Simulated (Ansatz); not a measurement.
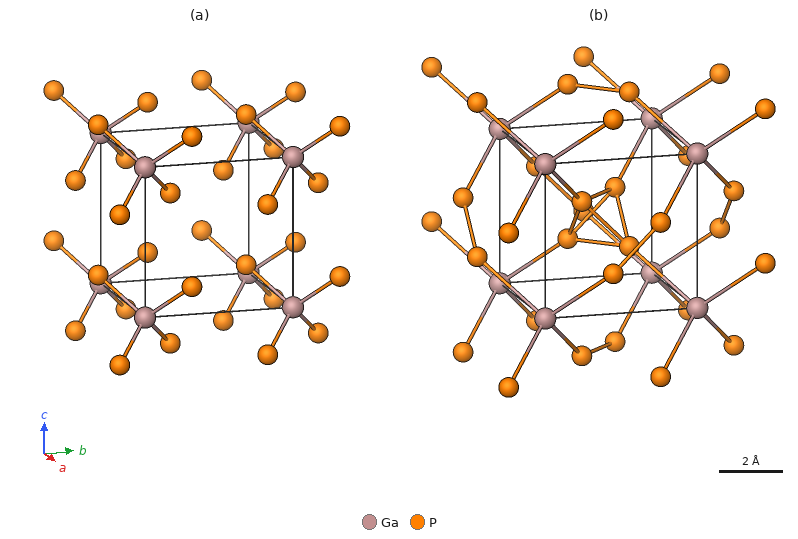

The structure of crystalline GaP4 (a generated structure, set up in P-43m) (coarse preliminary run) before (left) and after (right) a relaxation, at one scale.

The picture is a ball-and-stick view of the cell of the calculation, seen slightly off an axis.

Level of theory: DFT PBE, scalar-relativistic, plane waves, PAW (Ansatz 0.2.0). Set-up: plane-wave cutoff 420 eV; k-point mesh 4 × 4 × 4; occupations gaussian; smearing width 0.1 eV; no spin polarisation; cell and atoms relaxed; force threshold 0.04 eV/Å; at most 70 steps.

Question: Describe what moved and what it gained.

Answer: Over 9 accepted moves (11 points after the start) the energy falls by 6.021 eV per cell of the calculation. The largest force component goes from 2 to 0.024 eV/Å. Pressure: 5.42 GPa at the start and −0.01 GPa at the end. The line search rejected the trial step at point 5 of the run. At 1 point the geometry stayed and the basis and grid were re-selected for the new cell (energy shift of 2.0 meV per cell of the calculation at most each time). The largest moves relative to the cell, 0.88 Å, are those of P atoms. Ga stays in place. The drawn cell changes as follows: a = b = c 4.947 → 5.083 Å (+2.7 %); the volume changes by +8.4 %. Some distances before and after: P–P 3.585 → 2.239 Å, Ga–P 2.089 → 3.031 Å. The space group stays P-43m (No. 215). Cost: 85 s on 1 thread of Intel(R) Xeon(R) Processor @ 2.50GHz (Skylake/Cascade Lake) (shared host), peak memory 0.36 GiB.
